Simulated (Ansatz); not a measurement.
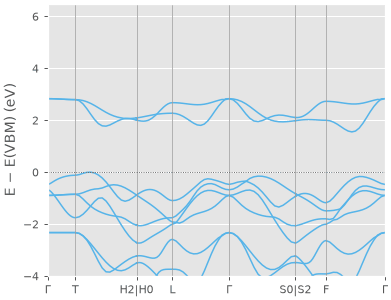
*Band structure from the program Ansatz at the r²SCAN+D4 level (PAW)*

The gap is 1.49 eV; an edge lies off the plotted path or next to a special point (maximum off the standard path, minimum off the standard path).

**Question.** Which compound is it?
A) Bi2Te2Se, R-3m (Bi on 6c, Te on 6c, Se on 3a)
B) NiO2, R-3m (Ni on 3a, O on 6c)
C) GaGeTe, R-3m (Ga on 6c, Ge on 6c, Te on 6c)
D) HfBrN, R-3m (Hf on 6c, Br on 6c, N on 6c)

**Answer.** B, NiO2, R-3m (Ni on 3a, O on 6c)

The first step of the workflow began from a Materials Project structure, measured or hypothetical; the Crystallography Open Database copy checked does not list it. COD files the formula under space group No. 12. Whether it is the stable phase at ambient conditions was not checked. The cell was relaxed with r²SCAN+D4 under the symmetry of its start. At this level the phase is mechanically unstable. No spin polarisation was allowed. No Hubbard U is applied.

Potentials: the later of the program's two PAW sets.
